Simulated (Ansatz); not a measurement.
Relaxed TiN (rock salt):

```
CELL_PARAMETERS angstrom
      0.00000     4.23251     4.23251
      2.11625     0.00000     2.11625
      2.11625     2.11625     0.00000
ATOMIC_POSITIONS crystal
  N  0.00000 0.00000 0.00000
  N  0.50000 0.00000 0.00000
  Ti 0.25000 0.50000 0.50000
  Ti 0.75000 0.50000 0.50000
```

A phonon eigenvector at L = (0.5, 0.0, 0.0) is frozen into this cell: atom i moves by Q times the vector below, so Q is the largest atomic displacement, in Å. The cell is held. It is one choice among 2 degenerate patterns. (q is in reciprocal vectors of the primitive cell; the cell shown is doubled to hold the pattern.)

```json
[
 {"atom": "Ti3", "x": "-0.285", "y": "0.520", "z": "-0.805"},
 {"atom": "Ti4", "x": "0.285", "y": "-0.520", "z": "0.805"}
]
```

Atoms not listed stay in place.

Method: r2SCAN (plane waves to 500 eV, PAW, scalar-relativistic; Ansatz, an electronic-structure program). k mesh 19×19×19 (Γ-centred), Fermi-Dirac smearing 0.05 eV. The energy includes the smearing's −TS. With partly filled bands, energies and forces of such displacements shift with the k mesh and the smearing. TiN is run without spin polarisation. TiN was relaxed with its symmetry unable to fall. The zero of ΔE is the undisplaced structure.

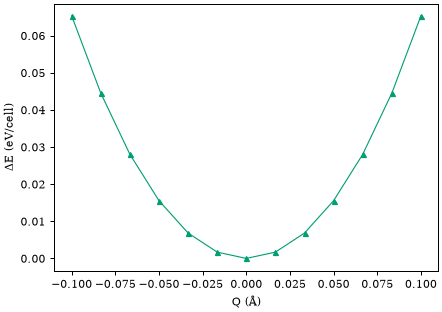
Fig. 1. ΔE (eV/cell) against Q (Å); computed points joined by lines.

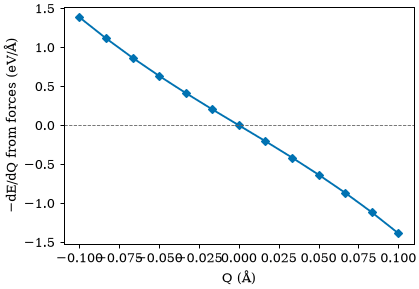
*−dE/dQ from forces (eV/Å) against Q (Å); markers are the computed points, lines only join them.*

The energy at Q = 0.100 Å is 65 meV/cell. Symmetry of the curve: even: the same for both signs. Space group of the distorted cell: P-1 (No. 2), lowered from Fm-3m. Shape of the curve: a single well with its minimum at or next to zero displacement. Wavenumber by perturbation theory (DFPT, on another k mesh): 187 cm⁻¹.

(A displaced cell: forces are minus the slopes of the energy, force constants its curvatures, and phonons follow from these.)
